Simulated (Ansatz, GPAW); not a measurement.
# Work function of OH/Nb(110) at several levels, part 2 of 3

Aim: the work function of both faces of OH/Nb(110), and its spread over functionals and bases.

GPAW 26.7.0 and Ansatz 0.2.0; Ansatz plane waves; slab in vacuum with a dipole correction, relaxation (the session's first sound run).

So far: Set-up; Relaxing the atoms.

## Step 2: Relaxing the atoms (continued)

The electrostatic potential energy of an electron (with the applied field's), less the Fermi level, planar mean oscillates, so the rows of the table below give means over windows of 2 Å about each position, cut where the curve ends. Its maxima inside the range that stand out by 2 % of the span (Å: eV): 0.7: 4.53, 8.2: -1.11, 10.6: -1.04, 12.8: -1.63. Its minima: 7.0: -21.8, 9.4: -21.6, 11.7: -21.5, 14.0: -21.8.

The electrostatic potential energy of an electron (with the applied field's), less the Fermi level, planar mean by z; means over each step:

```
z (Å)  electrostatic potential energy of an electron (with the applied field's), less the Fermi level, planar mean (eV)
    0                                                                                                              4.32
    2                                                                                                              4.53
    4                                                                                                              4.37
    6                                                                                                             -5.41
    8                                                                                                             -9.48
   10                                                                                                             -10.5
   12                                                                                                             -12.2
   14                                                                                                             -12.8
   16                                                                                                              1.43
   18                                                                                                              3.09
   20                                                                                                              3.13
   22                                                                                                              3.13
```

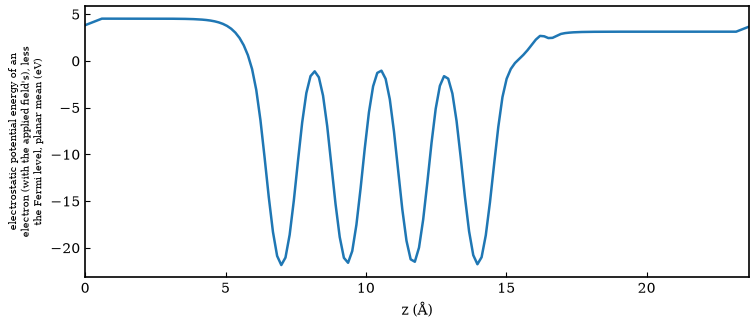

Electrostatic potential energy of an electron (with the applied field's), less the Fermi level, planar mean, plotted against z.

The valence density, planar mean oscillates, so the rows of the table below give means over windows of 2.38 Å about each position, cut where the curve ends. Its maxima inside the range that stand out by 2 % of the span (Å: e/Å³): 7.0: 1.29, 9.4: 1.29, 11.7: 1.28, 14.0: 1.29, 15.5: 0.270. Its minima: 8.2: 0.261, 10.6: 0.253, 12.8: 0.281, 15.0: 0.221.

Valence density, planar mean against z; means over each step:

```
z (Å)  valence density, planar mean (e/Å³)
 1.19                               8.8e-6
 3.57                              0.00212
 5.95                                0.426
 8.33                                0.734
10.71                                0.721
13.09                                0.757
15.47                                0.288
17.85                              0.00433
20.23                               8.3e-6
```

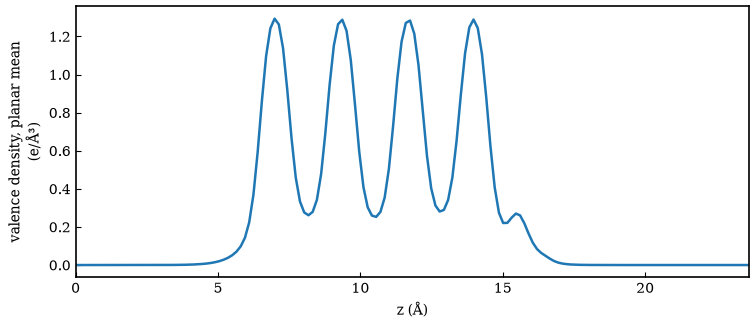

Valence density, planar mean, plotted against z.

The relaxation lowered the energy of the cell by 0.438 eV.

## Step 3: Plane waves, PBE

The work function is the vacuum plateau of the electrostatic potential less the Fermi level; a dipole layer lets the two faces have plateaus of their own.

This step: GPAW, PAW setups; slab in vacuum (GPAW 26.7.0).

run.py

```python
import json
import numpy as np
from ase import Atoms
from gpaw import GPAW, PW

slab = Atoms(
    ['Nb', 'Nb', 'Nb', 'Nb', 'Nb', 'Nb', 'Nb', 'Nb', 'Nb', 'Nb', 'Nb', 'Nb', 'Nb', 'Nb', 'Nb', 'Nb', 'O', 'H'],
    positions=[
        [0.00000, 0.00000, 7.00000],
        [2.33345, 0.00000, 9.33345],
        [0.00293, 0.00016, 11.71062],
        [2.37011, -0.03843, 14.04077],
        [2.33345, 1.65000, 7.00000],
        [4.66690, 1.65000, 9.33345],
        [2.33053, 1.64984, 11.71062],
        [4.61238, 1.57899, 13.90529],
        [2.33345, -1.65000, 7.00000],
        [4.66690, -1.65000, 9.33345],
        [2.34490, -1.65783, 11.66976],
        [4.63025, -1.61157, 14.04077],
        [4.66690, 0.00000, 7.00000],
        [7.00036, 0.00000, 9.33345],
        [4.65546, 0.00783, 11.66976],
        [7.05488, 0.07101, 13.90529],
        [1.16673, 0.82500, 15.56874],
        [1.16673, 0.82500, 16.53708]],
    cell=[[4.6669, -3.3, 0.0], [4.6669, 3.3, 0.0], [0.0, 0.0, 23.78261]],
    pbc=[True, True, False])

slab.calc = GPAW(mode=PW(500), xc='PBE', kpts={'size': (6, 6, 1), 'gamma': True},
                 occupations={'name': 'fermi-dirac', 'width': 0.1}, nbands='160%',
                 convergence={'density': 1e-05}, maxiter=200,
                 poissonsolver={'dipolelayer': 'xy'},
                 symmetry={'tolerance': 1e-3}, txt='slab.txt')
result = {}
energy = slab.get_potential_energy()
fermi = slab.calc.get_fermi_level()
v = slab.calc.get_electrostatic_potential().mean((0, 1)) - fermi
n = slab.calc.get_pseudo_density().mean((0, 1))
L = slab.cell[2, 2]
z = np.arange(len(v)) * L / len(v)
low, high = slab.positions[:, 2].min(), slab.positions[:, 2].max()
below, above = np.interp([low - 4.8, high + 4.8], z, v)
slopes = [np.interp(x, z, np.gradient(v, z)) for x in (low - 4.8, high + 4.8)]
eps = np.array([[slab.calc.get_eigenvalues(k, s) for k in range(len(slab.calc.get_ibz_k_points()))]
                for s in range(slab.calc.get_number_of_spins())]) - fermi
top, bottom = eps[eps < 0].max(), eps[eps > 0].min()
dipole = slab.get_dipole_moment()[2]
print(f'energy {energy:.4f} eV, Fermi level {fermi:.4f} eV, dipole {dipole:.5f} e A')
print(f'potential 4.8 A off the faces, from the Fermi level: lower {below:.4f} eV, upper {above:.4f} eV')
print(f'slope of the potential there: lower {slopes[0]:.5f}, upper {slopes[1]:.5f} eV/A')
print(f'nearest levels on the mesh: {top:.4f} and {bottom:.4f} eV')
print('magnetic moment', round(slab.get_magnetic_moment(), 3))
result.update(energy=energy, fermi=fermi, dipole=dipole, below=below, above=above, slopes=slopes, edges=[top, bottom],
              z=z.tolist(), v=v.tolist(), n=n.tolist(), positions=slab.positions.tolist(),
              forces=slab.get_forces(apply_constraint=False).tolist(), moments=slab.get_magnetic_moments().tolist())
json.dump(result, open('result.json', 'w'))
```

Started as:

```bash
OMP_NUM_THREADS=1 OPENBLAS_NUM_THREADS=1 python run.py
```

Numbers of over 12 decimals in the logs are rounded to 6 here.

Output:

```text
energy -169.6275 eV, Fermi level 2.4707 eV, dipole 0.23714 e A
potential 4.8 A off the faces, from the Fermi level: lower 4.5313 eV, upper 3.1397 eV
slope of the potential there: lower -0.00258, upper 0.00020 eV/A
nearest levels on the mesh: -0.0029 and 0.0097 eV
magnetic moment 0.0
```

The job ended after 2.3 h (1 thread of Arm Neoverse N1, shared host; peak memory 1.6 GiB).

This step gave:

```yaml
dipole_along_the_normal: 0.2371 e·Å
levels_nearest_the_fermi_level_on_the_mesh: -0.002906, 0.009680 eV from the Fermi level
upper_work_function: 3.140 eV
lower_work_function: 4.531 eV
```

The electrostatic potential energy of an electron (without an applied field's), less the Fermi level, planar mean oscillates, so the rows of the table below give means over windows of 2.5 Å about each position, cut where the curve ends. Its maxima inside the range that stand out by 2 % of the span (Å: eV): 0.6: 4.53, 8.2: -1.09, 10.6: -1.03, 12.8: -1.55. Its minima: 7.0: -25.1, 9.3: -25.0, 11.7: -25.0, 14.0: -25.0.

The electrostatic potential energy of an electron (without an applied field's), less the Fermi level, planar mean by z; means over each step:

```
z (Å)  electrostatic potential energy of an electron (without an applied field's), less the Fermi level, planar mean (eV)
  0.0                                                                                                                4.43
  2.5                                                                                                                4.53
  5.0                                                                                                                2.61
  7.5                                                                                                               -11.3
 10.0                                                                                                               -11.3
 12.5                                                                                                               -12.3
 15.0                                                                                                               -7.32
 17.5                                                                                                                2.98
 20.0                                                                                                                3.14
 22.5                                                                                                                3.17
```

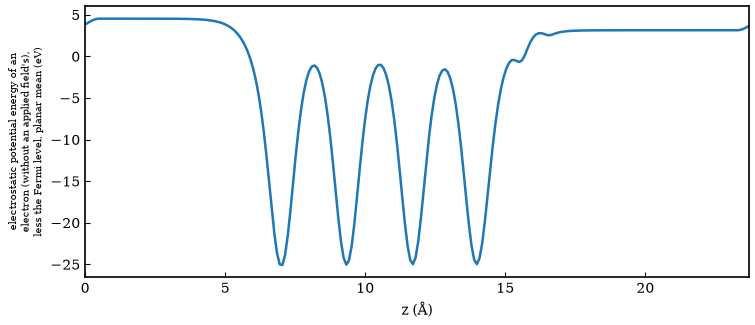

Electrostatic potential energy of an electron (without an applied field's), less the Fermi level, planar mean, plotted against z.

The pseudo valence density, planar mean oscillates, so the rows of the table below give means over windows of 2.28 Å about each position, cut where the curve ends. Its maxima inside the range that stand out by 2 % of the span (Å: e/Å³): 7.0: 1.56, 9.3: 1.56, 11.6: 1.51, 13.9: 1.50, 15.6: 0.267. Its minima: 8.2: 0.262, 10.5: 0.253, 12.7: 0.284, 15.0: 0.216.

Table of pseudo valence density, planar mean by z; means over each step:

```
z (Å)  pseudo valence density, planar mean (e/Å³)
 1.14                                      7.4e-6
 3.42                                     0.00143
 5.70                                       0.265
 7.98                                       0.711
10.26                                       0.700
12.54                                       0.742
14.82                                       0.614
17.10                                      0.0281
19.38                                      5.1e-5
```

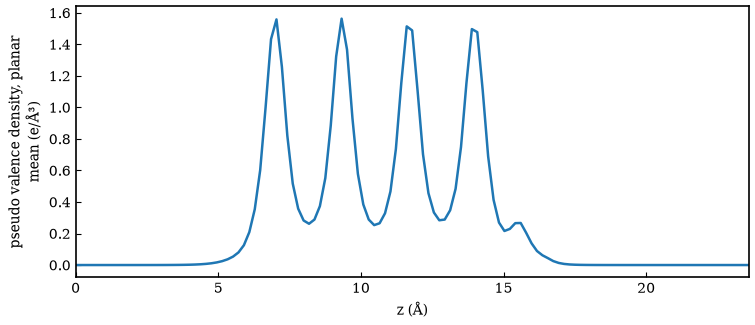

Pseudo valence density, planar mean against z.

Force by atom:

```
atom  x (eV/Å)  y (eV/Å)  z (eV/Å)   size
 Nb1     0.015    -0.002     0.351  0.351
 Nb2    -0.017    -0.010    -0.283  0.283
 Nb3    -0.004     0.000     0.006  0.007
 Nb4    -0.014     0.023     0.004  0.027
 Nb5    -0.015     0.002     0.351  0.351
 Nb6    -0.067     0.055    -0.368  0.378
 Nb7     0.004     0.000     0.006  0.007
 Nb8    -0.015    -0.004    -0.041  0.044
 Nb9     0.019     0.006     0.369  0.369
Nb10     0.017     0.010    -0.283  0.283
Nb11     0.000     0.000     0.010  0.010
Nb12     0.014    -0.023     0.004  0.027
Nb13    -0.019    -0.006     0.369  0.369
Nb14     0.067    -0.055    -0.368  0.378
Nb15     0.000     0.000     0.010  0.010
Nb16     0.015     0.004    -0.041  0.044
 O17     0.000     0.000    -0.273  0.273
 H18     0.000     0.000     0.208  0.208
```

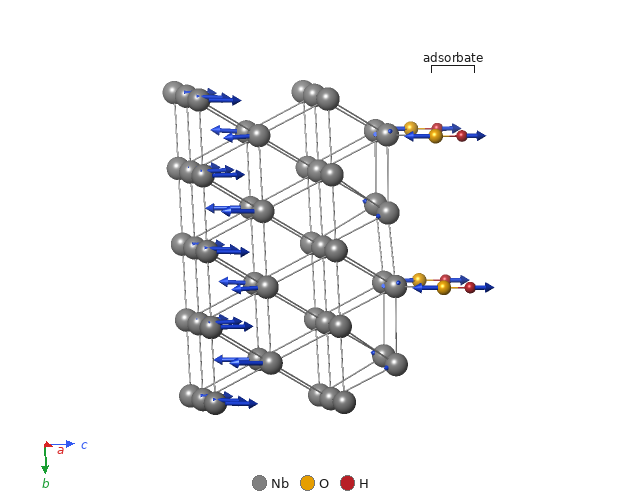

Force as arrows, the longest 0.378 eV/Å. 1×2×1 cells are drawn. Some periodic images of atoms are drawn too.

The potential is flat to 0.003 eV/Å where it is read, so the vacuum is wide enough. The geometry is the other program's minimum; here the largest force on a free atom is 0.27 eV/Å.

## Step 4: Self-consistent run: xc = "RPBE"

The same geometry under RPBE, to see how far the functional moves the levels against the vacuum.

Changes to run.py since step 3:

```diff
@@ -29,3 +29,3 @@
 
-slab.calc = GPAW(mode=PW(500), xc='PBE', kpts={'size': (6, 6, 1), 'gamma': True},
+slab.calc = GPAW(mode=PW(500), xc='RPBE', kpts={'size': (6, 6, 1), 'gamma': True},
                  occupations={'name': 'fermi-dirac', 'width': 0.1}, nbands='160%',
```

Output:

```text
energy -161.4017 eV, Fermi level 2.5746 eV, dipole 0.23398 e A
potential 4.8 A off the faces, from the Fermi level: lower 4.4002 eV, upper 3.0274 eV
slope of the potential there: lower -0.00295, upper 0.00021 eV/A
nearest levels on the mesh: -0.0021 and 0.0103 eV
magnetic moment 0.0
```

Wall time 2.2 h (1 thread); peak memory 1.6 GiB.

Numbers from this step:

```yaml
dipole_along_the_normal: 0.2340 e·Å
levels_nearest_the_fermi_level_on_the_mesh: -0.002057, 0.01032 eV from the Fermi level
upper_work_function: 3.027 eV
lower_work_function: 4.400 eV
```

The electrostatic potential energy of an electron (without an applied field's), less the Fermi level, planar mean oscillates, so the rows of the table below give means over windows of 1 Å about each position, cut where the curve ends. Its maxima inside the range that stand out by 2 % of the span (Å: eV): 0.6: 4.40, 8.2: -1.17, 10.6: -1.10, 12.8: -1.63. Its minima: 7.0: -25.1, 9.3: -25.1, 11.7: -25.1, 14.0: -25.0.

The electrostatic potential energy of an electron (without an applied field's), less the Fermi level, planar mean by z; means over each step:

```
z (Å)  electrostatic potential energy of an electron (without an applied field's), less the Fermi level, planar mean (eV)
    0                                                                                                                4.14
    1                                                                                                                4.40
    2                                                                                                                4.40
    3                                                                                                                4.39
    4                                                                                                                4.31
    5                                                                                                                3.56
    6                                                                                                               -2.89
    7                                                                                                               -20.3
    8                                                                                                               -4.03
    9                                                                                                               -16.7
   10                                                                                                               -9.32
   11                                                                                                               -8.78
   12                                                                                                               -17.1
   13                                                                                                               -4.67
   14                                                                                                               -20.3
   15                                                                                                               -3.60
   16                                                                                                                1.52
   17                                                                                                                2.75
   18                                                                                                                3.00
   19                                                                                                                3.02
   20                                                                                                                3.03
   21                                                                                                                3.03
   22                                                                                                                3.03
   23                                                                                                                3.04
```

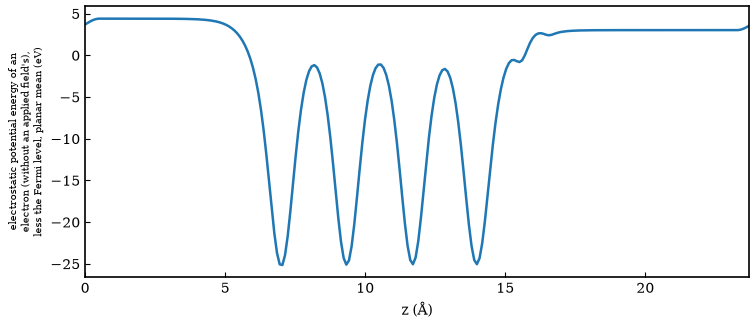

Electrostatic potential energy of an electron (without an applied field's), less the Fermi level, planar mean, plotted against z.

The pseudo valence density, planar mean oscillates, so the rows of the table below give means over windows of 2.28 Å about each position, cut where the curve ends. Its maxima inside the range that stand out by 2 % of the span (Å: e/Å³): 7.0: 1.56, 9.3: 1.56, 11.6: 1.51, 13.9: 1.50, 15.6: 0.266. Its minima: 8.2: 0.262, 10.5: 0.253, 12.7: 0.284, 15.0: 0.216.

Pseudo valence density, planar mean against z; means over each step:

```
z (Å)  pseudo valence density, planar mean (e/Å³)
 1.14                                      8.4e-6
 3.42                                     0.00142
 5.70                                       0.265
 7.98                                       0.711
10.26                                       0.700
12.54                                       0.742
14.82                                       0.614
17.10                                      0.0281
19.38                                      5.8e-5
```

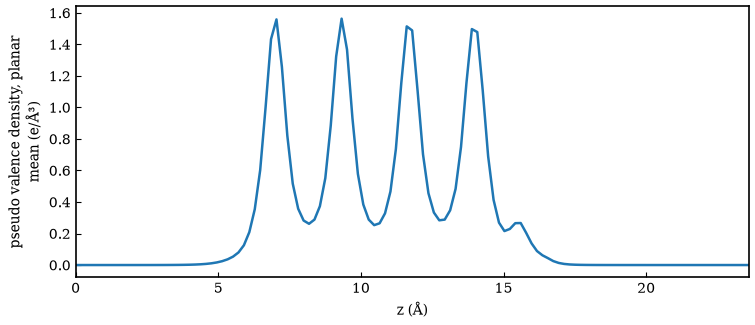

Pseudo valence density, planar mean, plotted against z.

Force by atom:

```
atom  x (eV/Å)  y (eV/Å)  z (eV/Å)   size
 Nb1     0.015    -0.002     0.202  0.202
 Nb2    -0.018    -0.008    -0.275  0.276
 Nb3     0.002     0.003    -0.002  0.004
 Nb4     0.048    -0.035     0.014  0.061
 Nb5    -0.015     0.002     0.202  0.202
 Nb6    -0.068     0.056    -0.362  0.372
 Nb7    -0.002    -0.003    -0.002  0.004
 Nb8     0.002     0.003     0.101  0.101
 Nb9     0.019     0.006     0.219  0.220
Nb10     0.018     0.008    -0.275  0.276
Nb11    -0.006     0.009    -0.007  0.013
Nb12    -0.048     0.035     0.014  0.061
Nb13    -0.019    -0.006     0.219  0.220
Nb14     0.068    -0.056    -0.362  0.372
Nb15     0.006    -0.009    -0.007  0.013
Nb16    -0.002    -0.003     0.101  0.101
 O17     0.000     0.000     0.049  0.049
 H18     0.000     0.000     0.213  0.213
```

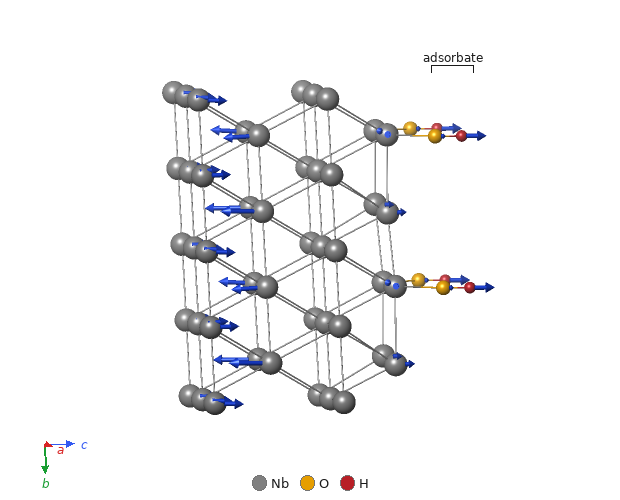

Force as arrows, the longest 0.372 eV/Å. 1×2×1 cells are drawn. Some periodic images of atoms are drawn too.

The upper face's work function is 3.027 eV, against 3.140 eV in the first plane-wave PBE run at this geometry.

## Step 5: Self-consistent run: xc = "LDA"

The same geometry under LDA, to see how far the functional moves the levels against the vacuum.

Changes to run.py since step 4:

```diff
@@ -29,3 +29,3 @@
 
-slab.calc = GPAW(mode=PW(500), xc='RPBE', kpts={'size': (6, 6, 1), 'gamma': True},
+slab.calc = GPAW(mode=PW(500), xc='LDA', kpts={'size': (6, 6, 1), 'gamma': True},
                  occupations={'name': 'fermi-dirac', 'width': 0.1}, nbands='160%',
```

Output:

```text
energy -186.3003 eV, Fermi level 2.2193 eV, dipole 0.23947 e A
potential 4.8 A off the faces, from the Fermi level: lower 4.7773 eV, upper 3.3719 eV
slope of the potential there: lower -0.00221, upper 0.00019 eV/A
nearest levels on the mesh: -0.0060 and 0.0080 eV
magnetic moment 0.0
```

Wall time 2.2 h (1 thread); peak memory 1.7 GiB.

This step gave:

| Quantity | Value |
| --- | --- |
| dipole along the normal | 0.2395 e·Å |
| levels nearest the Fermi level on the mesh | -0.006048, 0.008050 eV from the Fermi level |
| upper work function | 3.372 eV |
| lower work function | 4.777 eV |

The electrostatic potential energy of an electron (without an applied field's), less the Fermi level, planar mean oscillates, so the rows of the table below give means over windows of 2 Å about each position, cut where the curve ends. Its maxima inside the range that stand out by 2 % of the span (Å: eV): 0.6: 4.78, 8.2: -0.818, 10.6: -0.755, 12.8: -1.28. Its minima: 7.0: -24.8, 9.3: -24.8, 11.7: -24.7, 14.0: -24.7.

Electrostatic potential energy of an electron (without an applied field's), less the Fermi level, planar mean against z; means over each step:

```
z (Å)  electrostatic potential energy of an electron (without an applied field's), less the Fermi level, planar mean (eV)
    0                                                                                                                4.65
    2                                                                                                                4.78
    4                                                                                                                4.63
    6                                                                                                               -5.41
    8                                                                                                               -9.32
   10                                                                                                               -10.8
   12                                                                                                               -12.5
   14                                                                                                               -13.1
   16                                                                                                                1.59
   18                                                                                                                3.33
   20                                                                                                                3.37
   22                                                                                                                3.37
```

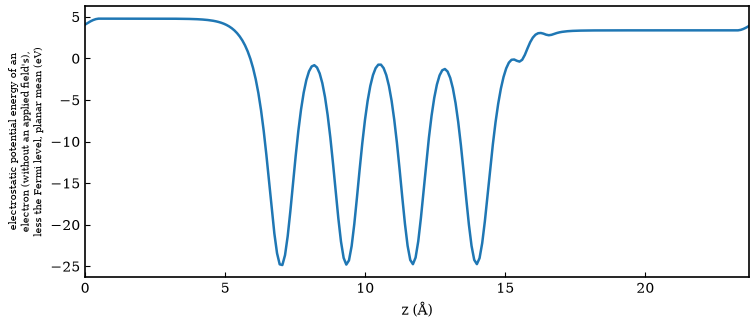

Electrostatic potential energy of an electron (without an applied field's), less the Fermi level, planar mean, plotted against z.

The upper face's work function is 3.372 eV, against 3.140 eV in the first plane-wave PBE run at this geometry.

(Part 2 of 3 ends here.)

[Logs are printed without paths, hosts, clocks, repeated set-up lines and the standing remarks that a program may print on its own settings, such as how far it seeks lower states.]

[Hosts, paths, dates, database ids (printed as entryN), source tags and the programs' standing remarks are cut or masked in the printed files.]
